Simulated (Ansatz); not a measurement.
## WH3Cl4O: geometry relaxation (part 1 of 2)

System: WH3Cl4O, multiplicity 2.
Method: UKS PBE/def2-SVP (Ansatz 0.2.0).

The input holds or restrains some coordinates. It belongs to a series of runs on one base structure; here: pulled along the bonds that form and break, towards end B.

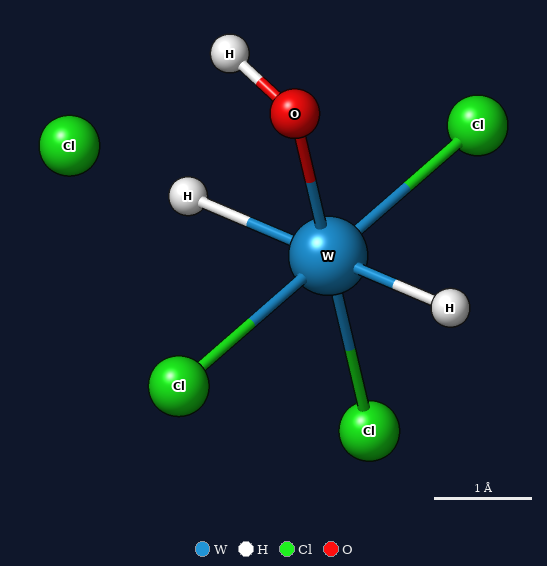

Fig. 1: The starting structure (ball-and-stick view, seen at a tilt). Sticks mark near contacts. Bond lengths as drawn: Cl–W 2.39 Å, H–O 1.01 Å, H–W 1.72 to 1.97 Å and O–W 1.94 Å.

Input
```yaml
crystal:
  periodic: [false, false, false]
  atoms:
    - { symbol: W, position_ang: [0.0, 0.0, 0.0] }
    - { symbol: H, position_ang: [0.0, 0.0, 1.97] }
    - { symbol: Cl, position_ang: [2.39, 0.0, 0.0] }
    - { symbol: Cl, position_ang: [0.0, 2.39, 0.0] }
    - { symbol: O, position_ang: [-1.94, 0.0, 0.0] }
    - { symbol: H, position_ang: [-2.2771, -0.1263, 0.9437] }
    - { symbol: Cl, position_ang: [0.0, -2.39, 0.0] }
    - { symbol: H, position_ang: [0.0, 0.0, -1.72] }
    - { symbol: Cl, position_ang: [0.0, 0.0, 3.64] }
magnetization:
  spin_polarized: true
  initial_magnetization: 1
basis:
  gaussian: { orbitals: def2-SVP }
hamiltonian:
  xc: pbe
relax:
  f_tol: 0.15
  max_steps: 25
  restrain:
    - { distance: [1, 8], at: 1.37, k: 30.0 }
    - { distance: [0, 1], at: 2.92, k: 30.0 }
output:
  orbitals: {}
```

Run as:
```bash
ansatz run input.yaml --threads 4 --pin off --max-ram 5120MiB --backend cpu --events-out ev --progress --plain --runs-dir out
```

What the program printed
```
The last accepted step is kept in [file] (removed where the run ends without a failure and the disk answers)
Engine: ansatz 0.2.0, aarch64-unknown-linux-gnu
Functional definition: PBE
  parameter kappa = 0.804
  parameter beta = 0.06672455060314922
  exchange = pbe_x(kappa = kappa, mu = beta*pi^2/3)
  correlation = pbe_c(beta = beta)
1404 factors; their error is unknown
mean field evaluation 1: about -53968.4021 eV, gradient 4.3e1 eV
mean field evaluation 2: about -53766.3147 eV, gradient 1.7e2 eV
mean field evaluation 4: about -53805.4411 eV, gradient 1.2e2 eV
mean field evaluation 8: about -53975.3875 eV, gradient 6.1e0 eV
mean field evaluation 16: about -53975.6776 eV, gradient 2.9e-1 eV
mean field evaluation 32: about -53975.6019 eV, gradient 5.0e-5 eV
mean field evaluation 64: about -53975.5629 eV, gradient 2.2e-1 eV
mean field evaluation 96: about -53973.0235 eV, gradient 3.5e0 eV
mean field -53975.60188749 eV, -1983.5667833882 hartree, gradient 6.4e-6 eV, S^2 0.755434; 8 other end points of the search recorded, 0 dependent functions left out
the calculation of the forces begins
reference -53975.60195678 eV, -1983.5667859345 hartree; 47, 46 occupied and 86, 87 virtual orbitals, 1404 factors
relax step   1: F+E_penalty+E_count = -53975.60188749 eV  Δ(F+E_penalty+E_count) = +0.000e0 eV  max|allowed force component| = 3.973e0 eV/Å  E_restraint = 14.88750000 eV  max|allowed force component, restraints' pulls added| = 4.147e1 eV/Å  Δτ_max = 0.0000 Å  (353 SCF iters, accepted)
  distance H 1 - Cl 8 = 1.6700 Å
  distance W 0 - H 1 = 1.9700 Å
these checks for a lower state are left out or cut short: starts, cluster_reference, orbital_swaps, neighbouring_geometries, increment
1404 factors; their error is unknown
mean field evaluation 128: about -53976.5301 eV, gradient 1.8e-4 eV
mean field -53976.53011799 eV, -1983.6008952298 hartree, gradient 5.2e-6 eV, S^2 0.754870; 1 other end points of the search recorded, 0 dependent functions left out
[... from here on the field's lines of each further geometry are left out, up to the last ...]
relax step   2: F+E_penalty+E_count = -53976.53011799 eV  Δ(F+E_penalty+E_count) = -9.282e-1 eV  max|allowed force component| = 3.042e0 eV/Å  E_restraint = 5.45821226 eV  max|allowed force component, restraints' pulls added| = 2.325e1 eV/Å  Δτ_max = 0.1949 Å  (119 SCF iters, accepted)
relax step   3: F+E_penalty+E_count = -53976.88149564 eV  Δ(F+E_penalty+E_count) = -3.514e-1 eV  max|allowed force component| = 3.458e0 eV/Å  E_restraint = 1.21525585 eV  max|allowed force component, restraints' pulls added| = 4.918e0 eV/Å  Δτ_max = 0.1947 Å  (147 SCF iters, accepted)
relax step   4: F+E_penalty+E_count = -53977.35969191 eV  Δ(F+E_penalty+E_count) = -4.782e-1 eV  max|allowed force component| = 7.495e-1 eV/Å  E_restraint = 0.06621321 eV  max|allowed force component, restraints' pulls added| = 9.543e-1 eV/Å  Δτ_max = 0.1940 Å  (60 SCF iters, accepted)
relax step   5: F+E_penalty+E_count = -53977.46300175 eV  Δ(F+E_penalty+E_count) = -1.033e-1 eV  max|allowed force component| = 1.840e0 eV/Å  E_restraint = 0.00434115 eV  max|allowed force component, restraints' pulls added| = 1.864e0 eV/Å  Δτ_max = 0.1991 Å  (45 SCF iters, accepted)
relax step   6: F+E_penalty+E_count = -53977.59362258 eV  Δ(F+E_penalty+E_count) = -1.306e-1 eV  max|allowed force component| = 1.942e0 eV/Å  E_restraint = 0.03300961 eV  max|allowed force component, restraints' pulls added| = 2.327e0 eV/Å  Δτ_max = 0.1952 Å  (44 SCF iters, accepted)
relax step   7: F+E_penalty+E_count = -53977.74544808 eV  Δ(F+E_penalty+E_count) = -1.518e-1 eV  max|allowed force component| = 1.121e0 eV/Å  E_restraint = 0.02004734 eV  max|allowed force component, restraints' pulls added| = 9.683e-1 eV/Å  Δτ_max = 0.1948 Å  (43 SCF iters, accepted)
relax step   8: F+E_penalty+E_count = -53977.85350476 eV  Δ(F+E_penalty+E_count) = -1.081e-1 eV  max|allowed force component| = 9.885e-1 eV/Å  E_restraint = 0.01842789 eV  max|allowed force component, restraints' pulls added| = 1.101e0 eV/Å  Δτ_max = 0.1918 Å  (43 SCF iters, accepted)
relax step   9: F+E_penalty+E_count = -53977.91135540 eV  Δ(F+E_penalty+E_count) = -5.785e-2 eV  max|allowed force component| = 9.326e-1 eV/Å  E_restraint = 0.00138396 eV  max|allowed force component, restraints' pulls added| = 8.667e-1 eV/Å  Δτ_max = 0.1925 Å  (44 SCF iters, accepted)
relax step  10: F+E_penalty+E_count = -53977.94045918 eV  Δ(F+E_penalty+E_count) = -2.910e-2 eV  max|allowed force component| = 7.330e-1 eV/Å  E_restraint = 0.00181965 eV  max|allowed force component, restraints' pulls added| = 5.361e-1 eV/Å  Δτ_max = 0.1132 Å  (38 SCF iters, accepted)
relax step  11: F+E_penalty+E_count = -53977.95664022 eV  Δ(F+E_penalty+E_count) = -1.618e-2 eV  max|allowed force component| = 8.186e-1 eV/Å  E_restraint = 0.00093654 eV  max|allowed force component, restraints' pulls added| = 6.405e-1 eV/Å  Δτ_max = 0.1920 Å  (42 SCF iters, accepted)
relax step  12: F+E_penalty+E_count = -53977.98216967 eV  Δ(F+E_penalty+E_count) = -2.553e-2 eV  max|allowed force component| = 5.906e-1 eV/Å  E_restraint = 0.00433497 eV  max|allowed force component, restraints' pulls added| = 2.451e-1 eV/Å  Δτ_max = 0.0634 Å  (37 SCF iters, accepted)
relax step  13: F+E_penalty+E_count = -53978.00360664 eV  Δ(F+E_penalty+E_count) = -2.144e-2 eV  max|allowed force component| = 4.808e-1 eV/Å  E_restraint = 0.00793985 eV  max|allowed force component, restraints' pulls added| = 2.349e-1 eV/Å  Δτ_max = 0.1151 Å  (36 SCF iters, accepted)
relax step  14: F+E_penalty+E_count = -53978.02075201 eV  Δ(F+E_penalty+E_count) = -1.715e-2 eV  max|allowed force component| = 4.858e-1 eV/Å  E_restraint = 0.00964976 eV  max|allowed force component, restraints' pulls added| = 3.797e-1 eV/Å  Δτ_max = 0.1970 Å  (41 SCF iters, accepted)
relax step  15: F+E_penalty+E_count = -53978.02268903 eV  Δ(F+E_penalty+E_count) = -1.937e-3 eV  max|allowed force component| = 4.763e-1 eV/Å  E_restraint = 0.00728333 eV  max|allowed force component, restraints' pulls added| = 1.569e-1 eV/Å  Δτ_max = 0.0347 Å  (37 SCF iters, accepted)
the calculation of the forces begins
reference -53978.02201030 eV, -1983.6557212610 hartree; 47, 46 occupied and 86, 87 virtual orbitals, 1404 factors
relax step  16: F+E_penalty+E_count = -53978.02194434 eV  Δ(F+E_penalty+E_count) = +7.447e-4 eV  max|allowed force component| = 5.011e-1 eV/Å  E_restraint = 0.00578803 eV  max|allowed force component, restraints' pulls added| = 1.794e-2 eV/Å  Δτ_max = 0.0101 Å  (35 SCF iters, accepted)
  distance H 1 - Cl 8 = 1.3512 Å
  distance W 0 - H 1 = 2.9257 Å
1404 factors; their error is unknown
mean field evaluation 288: about -53972.5558 eV, gradient 3.9e1 eV
```

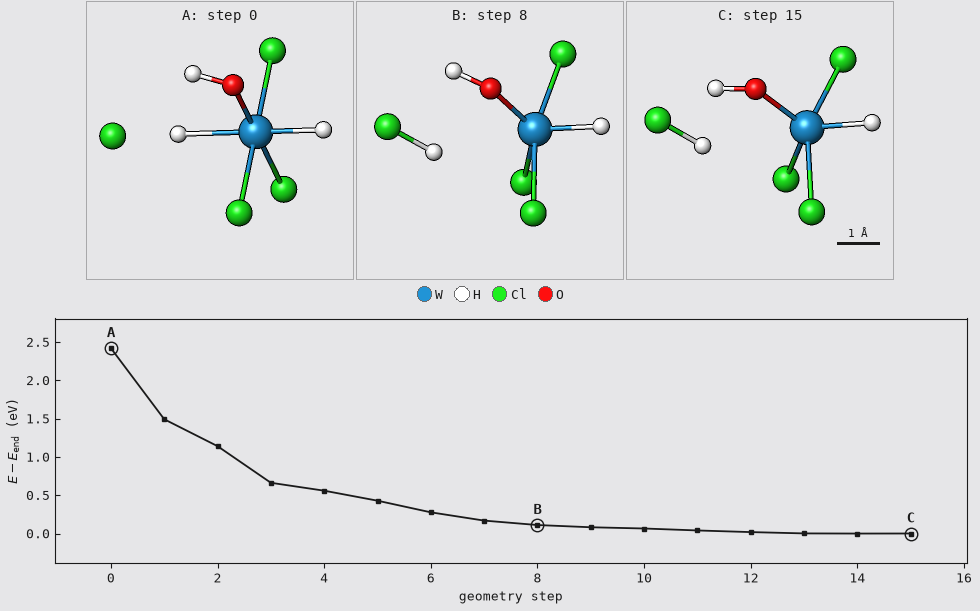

Fig. 2: Frames of the restrained relaxation (ball-and-stick view, seen at a tilt) above the curves, on which the letters mark them (the first geometry is step 0 here and step 1 in the log).

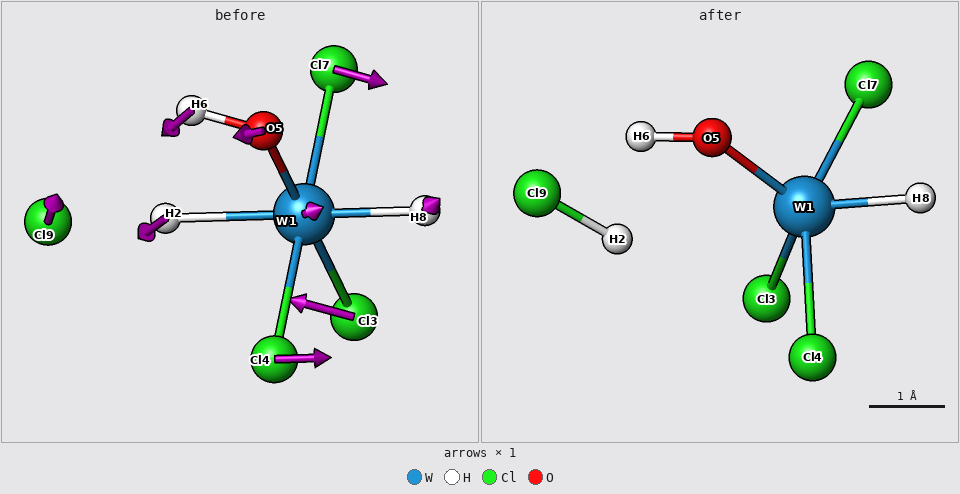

Fig. 3: Before (left) and after (right) the restrained relaxation, at one scale (ball-and-stick view, seen at a tilt). The pink arrows give the displacements, at true length. After 15 geometry steps the energy has fallen by 2.420 eV. The largest force component goes from 4 to 0.5 eV/Å. The largest move after the best rigid fit is that of Cl3, 0.95 Å. By element the largest moves are Cl 0.95 Å, H 0.74 Å, O 0.52 Å, W 0.36 Å. Among the contacts that change: W1–H2 1.970 → 2.926 Å, H2–Cl9 1.670 → 1.351 Å, W1–O5 1.940 → 1.830 Å, W1–Cl4 2.390 → 2.326 Å. Bonds break: W1–H2 (1.97 → 2.93 Å). Among the angles that change: Cl3–W1–O5 180.0° → 124.0°, Cl3–W1–H8 90.0° → 123.1°, Cl4–W1–Cl7 180.0° → 153.2°. (Atoms are counted from 1 in the order of the input.)

```
mean field -53978.02194434 eV, -1983.6557188372 hartree, gradient 2.1e-5 eV, S^2 0.754339; 3 other end points of the search recorded, 0 dependent functions left out
the calculation of the forces begins
reference -53978.02201030 eV, -1983.6557212610 hartree; 47, 46 occupied and 86, 87 virtual orbitals, 1404 factors
Total energy: -53978.02201030 eV, -1983.6557212610 hartree
Atom 0 at    -0.139905    -0.002798    -0.331482 Å, force    -0.017984     0.000882    -0.163163 eV/Å
Atom 1 at     0.467758    -0.028295     2.530283 Å, force    -0.406629    -0.013082     0.501098 eV/Å
Atom 2 at     1.894853     0.024225     0.835909 Å, force    -0.011801     0.000232    -0.006513 eV/Å
Atom 3 at     0.185875     2.263452    -0.740464 Å, force     0.003420    -0.003542    -0.002927 eV/Å
Atom 4 at    -1.781898    -0.022343     0.476225 Å, force    -0.017943    -0.000525     0.005221 eV/Å
Atom 5 at    -1.848359    -0.037148     1.472666 Å, force     0.001771    -0.000602    -0.001219 eV/Å
Atom 6 at     0.242424    -2.261403    -0.734790 Å, force     0.002041     0.005006    -0.003683 eV/Å
Atom 7 at    -0.235426    -0.005206    -2.016181 Å, force     0.002275    -0.000585     0.003630 eV/Å
Atom 8 at    -0.612422    -0.056784     3.341534 Å, force     0.444849     0.012217    -0.332445 eV/Å
Dipole moment:    -0.229137    -0.004703     0.260097 e Å
```

Trajectory as extended XYZ (Å, eV, eV/Å), 12 of the 16 frames kept, from step=1 to step=16
```
9
Properties=species:S:1:pos:R:3:forces:R:3 step=1 energy=-53975.60189
W     0.0000    0.0000    0.0000   -0.0954   0.0570  -1.7441
H     0.0000    0.0000    1.9700    0.1263   0.0479   3.9734
Cl    2.3900    0.0000    0.0000   -1.1565   0.1028   0.1716
Cl    0.0000    2.3900    0.0000    0.2082  -1.0251   0.0773
O    -1.9400    0.0000    0.0000    1.1761  -0.3002   1.7401
H    -2.2771   -0.1263    0.9437   -0.1857   0.0694  -1.1545
Cl    0.0000   -2.3900    0.0000   -0.0623   1.0116   0.1207
H     0.0000    0.0000   -1.7200    0.0693   0.0467   0.1866
Cl    0.0000    0.0000    3.6400   -0.0799  -0.0103  -3.3711
```
